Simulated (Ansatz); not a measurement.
```sh
ansatz run in.yaml --threads 2 --pin off --events-out ev --progress --plain --max-ram 4352MiB
```

```yaml
crystal:
  periodic: [false, false, false]
  atoms:
    - {symbol: N, position_ang: [-0.837534, 1.169675, -0.604445]}
    - {symbol: C, position_ang: [-0.240116, -0.174211, -0.620198]}
    - {symbol: Si, position_ang: [1.312194, -0.586065, -0.030700]}
    - {symbol: H, position_ang: [-1.697256, 1.201069, -0.047555]}
    - {symbol: H, position_ang: [-1.079131, 1.487758, -1.548165]}
    - {symbol: H, position_ang: [-0.202737, 1.866576, -0.210716]}
    - {symbol: H, position_ang: [-0.915605, -0.907545, -1.042945]}
    - {symbol: H, position_ang: [1.689756, -1.141312, 2.807805]}
    - {symbol: H, position_ang: [1.058750, -1.516751, 2.657118]}
    - {symbol: H, position_ang: [2.190775, 0.465754, 0.512758]}
    - {symbol: H, position_ang: [1.768591, -1.975748, -0.146568]}
basis:
  gaussian: {orbitals: def2-TZVPP}
total_charge: 1
hamiltonian: {xc: {name: wB97M-V}}
```

What structure does this define?

It has 11 atoms: 1 carbon, 8 hydrogen, 1 nitrogen and 1 silicon (CH8NSi(+)). Judged by distances it falls into 2 fragments: CH6NSi, H2. The point group is C1. Coordination: 1 N tetrahedral; 1 C trigonal planar; 1 Si trigonal planar.

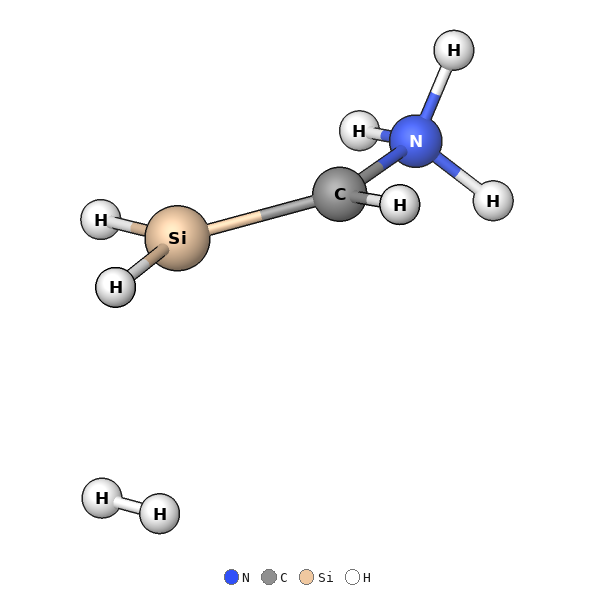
